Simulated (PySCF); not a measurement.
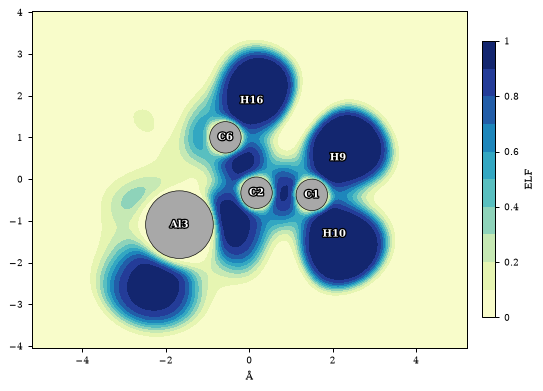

Figure 1: C₅H₁₂AlNSi. ELF on the plane of atoms C2, C1 and H10. Grey discs cover the atomic cores.

Geometry: GFN2-xTB.

All numbers below come from PBE0/pcSseg-1, SCF density, gas phase, non-relativistic in PySCF 2.14.0.

```json
{"atom": "C", "x (Å)": "0.0392", "y (Å)": "2.3918", "z (Å)": "-0.8230"}
{"atom": "C", "x (Å)": "-0.2694", "y (Å)": "1.2749", "z (Å)": "-0.1780"}
{"atom": "Al", "x (Å)": "-1.0162", "y (Å)": "0.1960", "z (Å)": "1.3330"}
{"atom": "C", "x (Å)": "-2.0615", "y (Å)": "-1.0147", "z (Å)": "0.1086"}
{"atom": "C", "x (Å)": "-1.1194", "y (Å)": "-0.8617", "z (Å)": "-1.1169"}
{"atom": "C", "x (Å)": "0.1467", "y (Å)": "-0.0910", "z (Å)": "-0.7066"}
{"atom": "N", "x (Å)": "0.6943", "y (Å)": "-0.7567", "z (Å)": "0.4947"}
{"atom": "Si", "x (Å)": "2.2676", "y (Å)": "-0.2060", "z (Å)": "1.0637"}
{"atom": "H", "x (Å)": "0.5901", "y (Å)": "2.3960", "z (Å)": "-1.7587"}
{"atom": "H", "x (Å)": "-0.2512", "y (Å)": "3.3615", "z (Å)": "-0.4506"}
{"atom": "H", "x (Å)": "-0.8556", "y (Å)": "0.3579", "z (Å)": "2.8527"}
{"atom": "H", "x (Å)": "-2.1710", "y (Å)": "-2.0783", "z (Å)": "0.3552"}
{"atom": "H", "x (Å)": "-3.0695", "y (Å)": "-0.6878", "z (Å)": "-0.1709"}
{"atom": "H", "x (Å)": "-1.6054", "y (Å)": "-0.3082", "z (Å)": "-1.9208"}
{"atom": "H", "x (Å)": "-0.8269", "y (Å)": "-1.8371", "z (Å)": "-1.5213"}
{"atom": "H", "x (Å)": "0.8754", "y (Å)": "-0.0668", "z (Å)": "-1.5278"}
{"atom": "H", "x (Å)": "0.6653", "y (Å)": "-1.7657", "z (Å)": "0.3674"}
{"atom": "H", "x (Å)": "3.1689", "y (Å)": "-0.1193", "z (Å)": "-0.0885"}
{"atom": "H", "x (Å)": "2.0980", "y (Å)": "1.0900", "z (Å)": "1.7076"}
{"atom": "H", "x (Å)": "2.6954", "y (Å)": "-1.2641", "z (Å)": "1.9769"}
```

What does the map show?

- Atoms in the plane: C, Al and H.
- C–C (1.33 Å): the ELF peaks at about 0.90 between the atoms: a short, multiple covalent bond.
- C–Al (2.00 Å): the ELF peaks at about 0.95 between the atoms; a shared but strongly polarised pair.
- C–C (1.52 Å): the ELF peaks at about 0.95 between the atoms, as expected for localised, covalent bonding.
